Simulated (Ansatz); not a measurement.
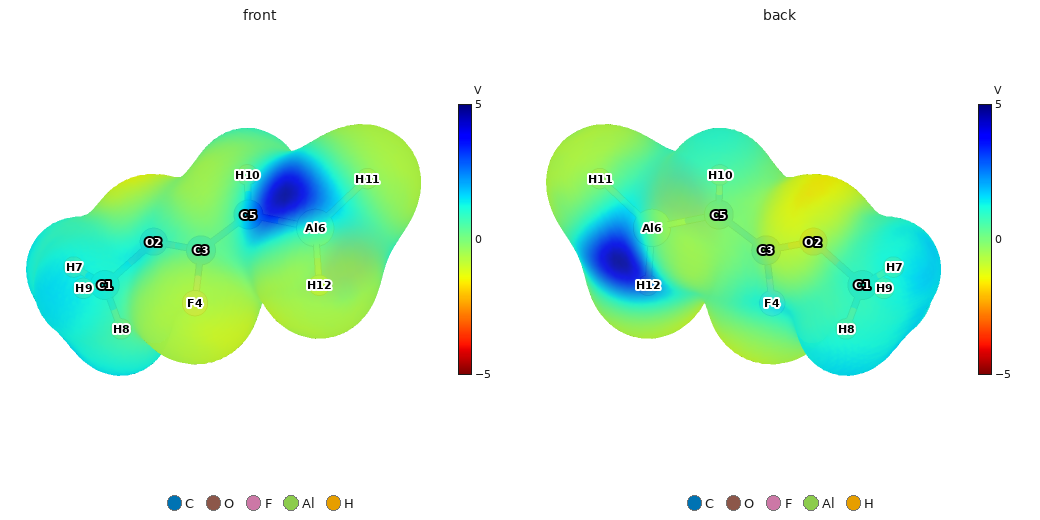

The picture shows: C3H6AlFO (SMILES COC(F)=[CH][AlH2]). The electrostatic potential painted on the density surface at 0.004 e/bohr³, seen from the front and from behind; the colour scale runs from red (negative) to blue (positive).

Theory: RKS CAM-B3LYP-D4/6-31G (Ansatz).

The calculation's input:

```
crystal:
  periodic: [false, false, false]
  atoms:
    - { symbol: C, position_ang: [-1.5124, 0.9301, -1.68] }
    - { symbol: O, position_ang: [-0.2816, 0.5014, -1.3029] }
    - { symbol: C, position_ang: [-0.0647, 0.008, -0.0355] }
    - { symbol: F, position_ang: [-0.9601, -0.0282, 0.8921] }
    - { symbol: C, position_ang: [1.1912, -0.4286, 0.2717] }
    - { symbol: Al, position_ang: [1.6535, -1.1297, 2.067] }
    - { symbol: H, position_ang: [-1.4915, 1.3221, -2.7413] }
    - { symbol: H, position_ang: [-2.2684, 0.1734, -1.6172] }
    - { symbol: H, position_ang: [-1.8619, 1.8427, -1.004] }
    - { symbol: H, position_ang: [1.9812, -0.3788, -0.4264] }
    - { symbol: H, position_ang: [3.1332, -1.6387, 2.3849] }
    - { symbol: H, position_ang: [0.5587, -1.2287, 3.2256] }
basis:
  gaussian: { orbitals: "6-31G" }
hamiltonian:
  xc: cam_b3lyp
  dispersion: d4
relax:
  f_tol: 0.015
  max_steps: 40
output:
  orbitals: {}
```

Run with:

```sh
ansatz run input.yaml --threads 1 --pin off --max-ram 2048MiB --backend cpu --events-out ev --progress --plain --runs-dir out
```

The fields are those of the relaxed geometry.

> Where is the surface potential most negative and most positive?

The most negative region (about −1.5 V) lies over O2, the most positive (about +4.4 V) over Al6. O2 is the likeliest acceptor of a hydrogen bond.
